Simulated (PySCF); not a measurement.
Cl2Cu, SMILES [Cl][Cu][Cl], doublet at its PBE0/def2-SVP optimised geometry (Å):

```
3

Cu     0.0000     0.0000     0.0000
Cl    -2.0852     0.0000     0.0001
Cl     2.0852     0.0000     0.0000
```

Method: PySCF 2.14.0 with unrestricted PBE0/def2-TZVP. Cells within 0.4 Å of a nucleus heavier than hydrogen are left out (blank, or x).

Map of the deformation density (molecule minus spherical neutral atoms) (e/bohr³) on the plane z = 0.0 Å:

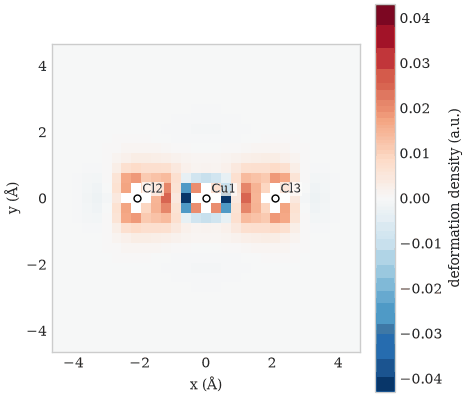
*Deformation density (molecule minus spherical neutral atoms) (e/bohr³) on the plane z = 0.0 Å.*
